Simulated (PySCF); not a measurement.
CH₈SSeSi₂, SMILES CS[SiH2][SiH2][SeH], GFN2-xTB optimised geometry. Atoms within 1.6 Å of the plane z = 0.6 Å (x, y, z in Å): C1 (2.42, -1.92, 0.00), S2 (0.60, -1.92, 0.00), Si3 (0.25, 0.19, 0.00), Si4 (-2.05, 0.41, 0.03), Se5 (-2.54, 2.65, -0.04), H6 (2.78, -1.43, -0.89), H7 (2.73, -2.96, 0.01), H8 (2.78, -1.42, 0.89), H10 (0.97, 0.73, 1.15), H11 (-2.72, 0.02, 1.28).

Calculation: CAM-B3LYP/def2-TZVP run with PySCF.

Map of the log10 of the electron density (e/bohr³), floored at −4 on the plane z = 0.6 Å:

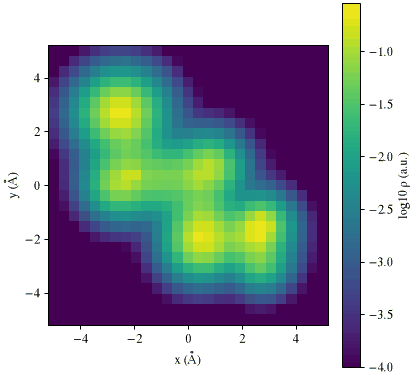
Fig. 1. Log10 of the electron density (e/bohr³), floored at −4 on the plane z = 0.6 Å.
